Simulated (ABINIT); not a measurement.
**InP (F-43m): G0W0 in ABINIT against the k mesh**

How does the gap of InP (F-43m) converge in the k mesh?

Method: PBE and many-body steps on it, plane waves, in ABINIT 10.8.3.

The database entry behind the starting cell differs from later determinations by our own check (0.1 to 0.3 % short, probably kX units), so it need not match the best structure at ambient conditions.

## 1. The starting structure

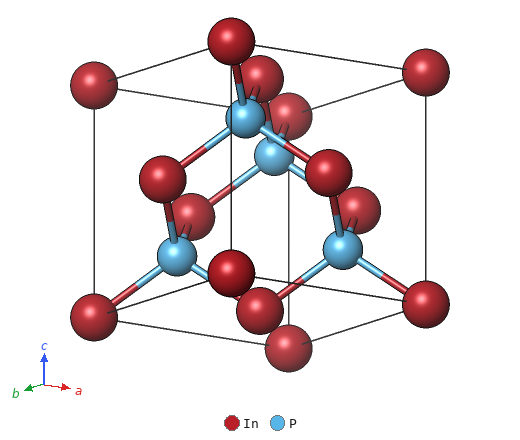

The starting structure, seen from a free direction (indium red, phosphorus blue). This picture shows the conventional cell, with its axes. Bonds to atoms that aren't drawn are left out. Some periodic images of atoms are drawn too.

The cell and positions come from the Crystallography Open Database and are kept as given unless a step says otherwise.

## 2. Empty states on the mesh, 4×4×4 mesh, 98 bands

This step: ABINIT 10.8.3; DFT, PBE, plane waves, norm-conserving pseudopotentials.

The sums over transitions need many empty states on a uniform mesh; this step solves for them.

Input file run.abi:

```
acell 3*1.0 Angstrom
rprim 
  -0.000000000000 2.930500000000 2.930500000000
  2.930500000000 -0.000000000000 2.930500000000
  2.930500000000 2.930500000000 -0.000000000000
ntypat 2
znucl 49 15
natom 2
typat 1 2
xred 
  0.000000000000 0.000000000000 0.000000000000
  0.250000000000 0.250000000000 0.250000000000
pp_dirpath "pseudos"
pseudos "In.upf, P.upf"
ecut 31
ngkpt 4 4 4
nshiftk 1
shiftk 0 0 0
kptopt 1
chksymbreak 0
irdden 1
istwfk *1
nband 98
prtvol 0
optdriver 6
gwr_task "HDIAGO"
paral_kgb 0
occopt 1
indata_prefix "in"
outdata_prefix "out"
tmpdata_prefix "tmp"
```

Launch:

```console
> OMP_NUM_THREADS=1 mpirun -n 4 abinit run.abi > log
```

Numbers of over 12 decimals in the logs are rounded to 6 here.

The log of the run:

```text
.Version 10.8.3 of ABINIT. v10.8.2 released Aug 2026.

 Symmetries : space group F-4 3 m (#216); Bravais cF (face-center cubic)
[... echo of the input left out ...]
== DATASET  1 ==================================================================
-   mpi_nproc: 4, omp_nthreads: 1 (-1 if OMP is not activated)

--- !DatasetInfo
iteration_state: {dtset: 1, }
dimensions: {natom: 2, nkpt: 8, mband: 98, nsppol: 1, nspinor: 1, nspden: 1, mpw: 2826, }
cutoff_energies: {ecut:  31.0, pawecutdg:  -1.0, }
[...]
Direct band gap semiconductor
 Fundamental gap:     0.709 (eV)
   VBM:     4.474 (eV) at k: [ 0.0000E+00,  0.0000E+00,  0.0000E+00]
   CBM:     5.183 (eV) at k: [ 0.0000E+00,  0.0000E+00,  0.0000E+00]
 Direct gap:         0.709 (eV) at k: [ 0.0000E+00,  0.0000E+00,  0.0000E+00]

== END DATASET(S) ==============================================================
================================================================================

 -outvars: echo values of variables after computation  --------
           etotal      0.0000000000E+00
            nband          98
             nkpt           8
          spgroup         216
 [... the other variables as echoed above ...]

 Calculation completed.
```

Wall time 38 s (4 MPI ranks of Arm Neoverse V1, shared host); peak memory 2 GiB; 2.5 min of CPU time.

This step gave:

```
gap                                                           : 0.7094 eV
k of the valence top                                          : 0, 0, 0
k of the conduction bottom                                    : 0, 0, 0
least direct gap                                              : 0.7094 eV
k points computed                                             : 8
lowest point of the top converged band, above the valence top : 68.9617 eV
```

On this mesh the gap is 0.709 eV.

The density comes from a self-consistent run that is not shown.

## 3. Empty states on the mesh, 2×2×2 mesh, 33 bands

Changes to run.abi since step 2:

```diff
@@ -15,3 +15,3 @@
 ecut 31
-ngkpt 4 4 4
+ngkpt 2 2 2
 nshiftk 1
@@ -20,10 +20,10 @@
 chksymbreak 0
+iscf -2
 irdden 1
 istwfk *1
-nband 98
+nband 33
+nbdbuf 4
+tolwfr 1e-09
+nstep 60
 prtvol 0
-optdriver 6
-gwr_task "HDIAGO"
-paral_kgb 0
-occopt 1
 indata_prefix "in"
```

The log of the run:

```text
.Version 10.8.3 of ABINIT. v10.8.2 released Aug 2026.

 Symmetries : space group F-4 3 m (#216); Bravais cF (face-center cubic)
[... echo of the input left out ...]
== DATASET  1 ==================================================================
-   mpi_nproc: 4, omp_nthreads: 1 (-1 if OMP is not activated)
-    --> not optimal distribution: autoparal keyword recommended in input file <--

--- !DatasetInfo
iteration_state: {dtset: 1, }
dimensions: {natom: 2, nkpt: 3, mband: 33, nsppol: 1, nspinor: 1, nspden: 1, mpw: 2788, }
cutoff_energies: {ecut:  31.0, pawecutdg:  -1.0, }
[...]
0.57734    0.57734    0.57734    0.67626    0.96075    0.96075    0.96075    1.05086
   1.05086    1.05086    1.07230    1.07230    1.07263    1.07263    1.07263    1.20224
   1.38660
 prteigrs : prtvol=0 or 1, do not print more k-points.

== END DATASET(S) ==============================================================
================================================================================

 -outvars: echo values of variables after computation  --------
            nband          33
             nkpt           3
          spgroup         216
 [... the other variables as echoed above ...]

 Calculation completed.
```

It took 5.5 s on 4 MPI ranks; peak memory 0.24 GiB; 22 s of CPU time.

This step gave:

```yaml
gap: 0.7094 eV
k_of_the_valence_top: 0, 0, 0
k_of_the_conduction_bottom: 0, 0, 0
least_direct_gap: 0.7094 eV
k_points_computed: 3
lowest_point_of_the_top_converged_band_above_the_valence_top: 24.71 eV
```

On this mesh the gap is 0.709 eV.

## 4. Empty states on the mesh, 6×6×6 mesh, 33 bands

Changes to run.abi since step 3:

```diff
@@ -15,3 +15,3 @@
 ecut 31
-ngkpt 2 2 2
+ngkpt 6 6 6
 nshiftk 1
```

The log of the run:

```text
.Version 10.8.3 of ABINIT. v10.8.2 released Aug 2026.

 Symmetries : space group F-4 3 m (#216); Bravais cF (face-center cubic)
[... echo of the input left out ...]
== DATASET  1 ==================================================================
-   mpi_nproc: 4, omp_nthreads: 1 (-1 if OMP is not activated)

--- !DatasetInfo
iteration_state: {dtset: 1, }
dimensions: {natom: 2, nkpt: 16, mband: 33, nsppol: 1, nspinor: 1, nspden: 1, mpw: 2822, }
cutoff_energies: {ecut:  31.0, pawecutdg:  -1.0, }
[...]
0.57734    0.57734    0.57734    0.67626    0.96075    0.96075    0.96075    1.05086
   1.05086    1.05086    1.07230    1.07230    1.07263    1.07263    1.07263    1.20224
   1.38660
 prteigrs : prtvol=0 or 1, do not print more k-points.

== END DATASET(S) ==============================================================
================================================================================

 -outvars: echo values of variables after computation  --------
            nband          33
             nkpt          16
          spgroup         216
 [... the other variables as echoed above ...]

 Calculation completed.
```

Run time: 16 s. Hardware: 4 MPI ranks; peak memory 0.26 GiB.

Numbers from this step:

| Item | Value |
| --- | --- |
| gap | 0.7094 eV |
| k of the valence top | 0, 0, 0 |
| k of the conduction bottom | 0, 0, 0 |
| least direct gap | 0.7094 eV |
| k points computed | 16 |
| lowest point of the top converged band, above the valence top | 24.21 eV |

On this mesh the gap is 0.709 eV.

## 5. Screening, 2×2×2 mesh, 29 bands, screening to 106.1 eV

The RPA dielectric matrix is built and inverted for each q.

This step: RPA screening on PBE, plane waves, norm-conserving pseudopotentials.

Changes to run.abi since step 4:

```diff
@@ -15,3 +15,3 @@
 ecut 31
-ngkpt 6 6 6
+ngkpt 2 2 2
 nshiftk 1
@@ -20,10 +20,11 @@
 chksymbreak 0
-iscf -2
-irdden 1
 istwfk *1
-nband 33
-nbdbuf 4
-tolwfr 1e-09
-nstep 60
-prtvol 0
+occopt 1
+irdwfk 1
+optdriver 3
+nband 29
+ecuteps 3.9
+inclvkb 2
+awtr 1
+symchi 1
 indata_prefix "in"
```

The log of the run:

```text
.Version 10.8.3 of ABINIT. v10.8.2 released Aug 2026.

 Symmetries : space group F-4 3 m (#216); Bravais cF (face-center cubic)
[... echo of the input left out ...]
== DATASET  1 ==================================================================
-   mpi_nproc: 4, omp_nthreads: 1 (-1 if OMP is not activated)

--- !DatasetInfo
iteration_state: {dtset: 1, }
dimensions: {natom: 2, nkpt: 3, mband: 29, nsppol: 1, nspinor: 1, nspden: 1, mpw: 2788, }
cutoff_energies: {ecut:  31.0, pawecutdg:  -1.0, }
electrons: {nelect:   1.80000000E+01, charge:   0.00000000E+00, occopt:   1.00000000E+00, tsmear:   1.00000000E-02, }

 SCREENING: Calculation of the susceptibility and dielectric matrices

 Based on a program developped by R.W. Godby, V. Olevano, G. Onida, and L. Reining.
 Incorporated in ABINIT by V. Olevano, G.-M. Rignanese, and M. Torrent.
.Using double precision arithmetic ; gwpc =  8

[... cell and pseudopotentials left out ...]
--------------------------------------------------------------------------------

 ==== K-mesh for the wavefunctions ====
 Number of points in the irreducible wedge :     3
[... list of points left out ...]
 Together with 24 symmetry operations and time-reversal symmetry
 yields     8 points in the full Brillouin Zone.

 ==== Q-mesh for the screening function ====
 Number of points in the irreducible wedge :     3
[... list of points left out ...]
 Together with 24 symmetry operations and time-reversal symmetry
 yields     8 points in the full Brillouin Zone.

 setmesh: FFT mesh size selected  =    27x   27x   27
          total number of points  =        19683

 vcoul_init : cutoff-mode = AUXILIARY_FUNCTION
 q-points for optical limit:   1
     1)      0.000010    0.000020    0.000030

- screening: taking advantage of time-reversal symmetry
- Maximum band index for partially occupied states nbvw = 9
- Remaining bands to be divided among processors   nbcw = 20
- Number of bands treated by each node ~5

 Number of electrons calculated from density =   18.0000; Expected =   18.0000
 average of density, n =  0.052993
 r_s =    1.6516
 omega_plasma =   22.2058 [eV]

 calculating chi0 at frequencies [eV] :
  1    0.000000E+00    0.000000E+00
  2    0.000000E+00    2.220578E+01

--------------------------------------------------------------------------------
  q-point number  1        q = ( 0.000000, 0.000000, 0.000000) [r.l.u.]
--------------------------------------------------------------------------------
[... chi0 elements left out ...]
 For q-point:  0.000010 0.000020 0.000030
  dielectric constant = 202.6168
  dielectric constant without local fields = 263.4739

  Average fulfillment of the sum rule on Im[epsilon] for q-point    1 :     30.36  [%]
[... wings left out ...]
  q-point number  2        q = ( 0.500000, 0.000000, 0.000000) [r.l.u.]
--------------------------------------------------------------------------------
[... chi0 elements left out ...]
  Average fulfillment of the sum rule on Im[epsilon] for q-point    2 :     43.53  [%]

 [... 1 further q-points ...]
```

Wall time 2.6 s (4 MPI ranks); peak memory 0.09 GiB.

Numbers from this step:

| Item | Value |
| --- | --- |
| ε∞ with local fields, on this mesh, along the program's q direction | 202.6 |
| the same without local fields | 263.5 |
| plasma frequency | 22.21 eV |
| plane waves in the screening matrix | 137 |

Local fields lower ε∞ by 23 %. The value itself is an artefact of the mesh, where one narrow direct gap carries too much weight.

## 6. 2×2×2

This step: G0W0 on PBE, plane waves, norm-conserving pseudopotentials.

Changes to run.abi since step 5:

```diff
@@ -23,8 +23,15 @@
 irdwfk 1
-optdriver 3
+optdriver 4
 nband 29
+gwcalctyp 0
+ecutsigx 31
+symsigma 1
+nkptgw 1
+kptgw 
+  0.0000000000 0.0000000000 0.0000000000
+bdgw 
+  7 13
 ecuteps 3.9
-inclvkb 2
-awtr 1
-symchi 1
+irdscr 1
+ppmodel 1
 indata_prefix "in"
```

The log of the run:

```text
.Version 10.8.3 of ABINIT. v10.8.2 released Aug 2026.

 Symmetries : space group F-4 3 m (#216); Bravais cF (face-center cubic)
[... echo of the input left out ...]
== DATASET  1 ==================================================================
-   mpi_nproc: 4, omp_nthreads: 1 (-1 if OMP is not activated)

--- !DatasetInfo
iteration_state: {dtset: 1, }
dimensions: {natom: 2, nkpt: 3, mband: 29, nsppol: 1, nspinor: 1, nspden: 1, mpw: 2788, }
cutoff_energies: {ecut:  31.0, pawecutdg:  -1.0, }
electrons: {nelect:   1.80000000E+01, charge:   0.00000000E+00, occopt:   1.00000000E+00, tsmear:   1.00000000E-02, }

 SIGMA: Calculation of the GW corrections

 Based on a program developped by R.W. Godby, V. Olevano, G. Onida, and L. Reining.
 Incorporated in ABINIT by V. Olevano, G.-M. Rignanese, and M. Torrent.
.Using double precision arithmetic ; gwpc =  8

[... cell and pseudopotentials left out ...]
--------------------------------------------------------------------------------

 ==== K-mesh for the wavefunctions ====
 Number of points in the irreducible wedge :     3
[... list of points left out ...]
 Together with 24 symmetry operations and time-reversal symmetry
 yields     8 points in the full Brillouin Zone.

 ==== Q-mesh for screening function ====
 Number of points in the irreducible wedge :     3
[... list of points left out ...]
 Together with 24 symmetry operations and time-reversal symmetry
 yields     8 points in the full Brillouin Zone.

 vcoul_init : cutoff-mode = AUXILIARY_FUNCTION
 q-points for optical limit:   1
     1)      0.000010    0.000020    0.000030
 setmesh: FFT mesh size selected  =    40x   40x   40
          total number of points  =        64000

 Number of electrons calculated from density =   18.0000; Expected =   18.0000
 average of density, n =  0.052993
 r_s =    1.6516
 omega_plasma =   22.2058 [eV]

 === KS Band Gaps ===
  >>>> For spin  1
   Minimum direct gap =   0.7094 [eV], located at k-point      :   0.0000  0.0000  0.0000
   Fundamental gap    =   0.7094 [eV], Top of valence bands at :   0.0000  0.0000  0.0000
                                       Bottom of conduction at :   0.0000  0.0000  0.0000
 SIGMA fundamental parameters:
 PLASMON POLE MODEL  1
 number of plane-waves for SigmaX                 2741
 number of plane-waves for SigmaC and W            137
 number of plane-waves for wavefunctions          2741
 number of bands                                    29
 number of independent spin polarizations            1
 number of spinorial components                      1
 number of k-points in IBZ                           3
 number of q-points in IBZ                           3
 number of symmetry operations                      24
 number of k-points in BZ                            8
 number of q-points in BZ                            8
 number of frequencies for dSigma/dE                 9
 frequency step for dSigma/dE [eV]                0.25
 number of omega for Sigma on real axis              0
 max omega for Sigma on real axis  [eV]           0.00
 zcut for avoiding poles [eV]                     0.10

 EPSILON^-1 parameters (SCR file):
 dimension of the eps^-1 matrix on file            137
 dimension of the eps^-1 matrix used               137
 number of plane-waves for wavefunctions          2741
 number of bands                                    29
 number of q-points in IBZ                           3
 number of frequencies                               2
 number of real frequencies                          1
 number of imag frequencies                          1

 matrix elements of self-energy operator (all in [eV])

 Perturbative Calculation

--- !SelfEnergy_ee
iteration_state: {dtset: 1, }
kpoint     : [   0.000,    0.000,    0.000, ]
spin       : 1
KS_gap     :    0.709
QP_gap     :    1.068
Delta_QP_KS:    0.359
data: !SigmaeeData |
     Band     E0 <VxcDFT>   SigX SigC(E0)      Z dSigC/dE  Sig(E)    E-E0       E
        7   4.474 -12.661 -14.597   2.629   0.790  -0.267 -12.114   0.547   5.020
        8   4.474 -12.661 -14.597   2.629   0.790  -0.267 -12.114   0.547   5.020
        9   4.474 -12.661 -14.597   2.629   0.790  -0.267 -12.114   0.547   5.020
       10   5.183 -11.203  -6.478  -3.599   0.804  -0.244 -10.298   0.906   6.089
       11   8.562 -10.135  -5.847  -3.462   0.815  -0.228  -9.462   0.673   9.235
       12   8.562 -10.135  -5.847  -3.462   0.815  -0.228  -9.462   0.673   9.235
       13   8.562 -10.135  -5.847  -3.462   0.815  -0.228  -9.462   0.673   9.235

== END DATASET(S) ==============================================================
================================================================================

 -outvars: echo values of variables after computation  --------
           etotal      0.0000000000E+00
            nband          29
             nkpt           3
          spgroup         216
 [... the other variables as echoed above ...]

 Calculation completed.
```

Wall time 2.6 s (4 MPI ranks); peak memory 0.11 GiB; 10 s of CPU time.

Numbers from this step:

```
G0W0 gap on the points computed              : 1.069 eV
starting gap on the mesh                     : 0.7094 eV
k of the valence top                         : 0, 0, 0
k of the conduction bottom                   : 0, 0, 0
Z at the valence top                         : 0.79
Z at the conduction bottom                   : 0.804
least direct G0W0 gap on the computed points : 1.069 eV
```

## 7. Screening, 4×4×4 mesh, 29 bands, screening to 106.1 eV

This step: RPA screening on PBE, plane waves, norm-conserving pseudopotentials.

Changes to run.abi since step 6:

```diff
@@ -15,3 +15,3 @@
 ecut 31
-ngkpt 2 2 2
+ngkpt 4 4 4
 nshiftk 1
@@ -23,15 +23,8 @@
 irdwfk 1
-optdriver 4
+optdriver 3
 nband 29
-gwcalctyp 0
-ecutsigx 31
-symsigma 1
-nkptgw 1
-kptgw 
-  0.0000000000 0.0000000000 0.0000000000
-bdgw 
-  7 13
 ecuteps 3.9
-irdscr 1
-ppmodel 1
+inclvkb 2
+awtr 1
+symchi 1
 indata_prefix "in"
```

The log of the run:

```text
.Version 10.8.3 of ABINIT. v10.8.2 released Aug 2026.

 Symmetries : space group F-4 3 m (#216); Bravais cF (face-center cubic)
[... echo of the input left out ...]
== DATASET  1 ==================================================================
-   mpi_nproc: 4, omp_nthreads: 1 (-1 if OMP is not activated)

--- !DatasetInfo
iteration_state: {dtset: 1, }
dimensions: {natom: 2, nkpt: 8, mband: 29, nsppol: 1, nspinor: 1, nspden: 1, mpw: 2826, }
cutoff_energies: {ecut:  31.0, pawecutdg:  -1.0, }
electrons: {nelect:   1.80000000E+01, charge:   0.00000000E+00, occopt:   1.00000000E+00, tsmear:   1.00000000E-02, }

 SCREENING: Calculation of the susceptibility and dielectric matrices

 Based on a program developped by R.W. Godby, V. Olevano, G. Onida, and L. Reining.
 Incorporated in ABINIT by V. Olevano, G.-M. Rignanese, and M. Torrent.
.Using double precision arithmetic ; gwpc =  8

[... cell and pseudopotentials left out ...]
--------------------------------------------------------------------------------

 ==== K-mesh for the wavefunctions ====
 Number of points in the irreducible wedge :     8
[... list of points left out ...]
 Together with 24 symmetry operations and time-reversal symmetry
 yields    64 points in the full Brillouin Zone.

 ==== Q-mesh for the screening function ====
 Number of points in the irreducible wedge :     8
[... list of points left out ...]
 Together with 24 symmetry operations and time-reversal symmetry
 yields    64 points in the full Brillouin Zone.

 setmesh: FFT mesh size selected  =    27x   27x   27
          total number of points  =        19683

 vcoul_init : cutoff-mode = AUXILIARY_FUNCTION
 q-points for optical limit:   1
     1)      0.000010    0.000020    0.000030

- screening: taking advantage of time-reversal symmetry
- Maximum band index for partially occupied states nbvw = 9
- Remaining bands to be divided among processors   nbcw = 20
- Number of bands treated by each node ~5

 Number of electrons calculated from density =   18.0000; Expected =   18.0000
 average of density, n =  0.052993
 r_s =    1.6516
 omega_plasma =   22.2058 [eV]

 calculating chi0 at frequencies [eV] :
  1    0.000000E+00    0.000000E+00
  2    0.000000E+00    2.220578E+01

--------------------------------------------------------------------------------
  q-point number  1        q = ( 0.000000, 0.000000, 0.000000) [r.l.u.]
--------------------------------------------------------------------------------
[... chi0 elements left out ...]
 For q-point:  0.000010 0.000020 0.000030
  dielectric constant =  42.4503
  dielectric constant without local fields =  45.1174

  Average fulfillment of the sum rule on Im[epsilon] for q-point    1 :     32.38  [%]
[... wings left out ...]
  q-point number  2        q = ( 0.250000, 0.000000, 0.000000) [r.l.u.]
--------------------------------------------------------------------------------
[... chi0 elements left out ...]
  Average fulfillment of the sum rule on Im[epsilon] for q-point    2 :     53.42  [%]

 [... 6 further q-points ...]
```

Wall time 5.5 s (4 MPI ranks); peak memory 0.45 GiB.

This step gave:

```yaml
eps_infinity_with_local_fields_on_this_mesh_along_the_program_s_q_direction: 42.45
the_same_without_local_fields: 45.12
plasma_frequency: 22.21 eV
plane_waves_in_the_screening_matrix: 137
```

[end of part 1 of 2]

[Paths, hosts, dates, memory and timing lines, banners, echoed tables and standing remarks are left out of the program output.]

[Logs are printed without paths, hosts, clocks, repeated set-up lines and the standing remarks that a program may print on its own settings, such as how far it seeks lower states.]

[Runs of the session that timed out or met a known fault of the program may be left out.]

[Hosts, paths, dates, database ids (printed as entryN), source tags and the programs' standing remarks are cut or masked in the printed files.]

[G0W0 gaps are taken among the corrected bands and points alone; a level outside them can change the order at an edge.]

[Where Ansatz stands beside ABINIT at settings called matched, ABINIT's density can come from a denser mesh and the files from another edition; pairs whose starting gaps differed by over 0.03 eV were left out, so agreement reads better than it is.]
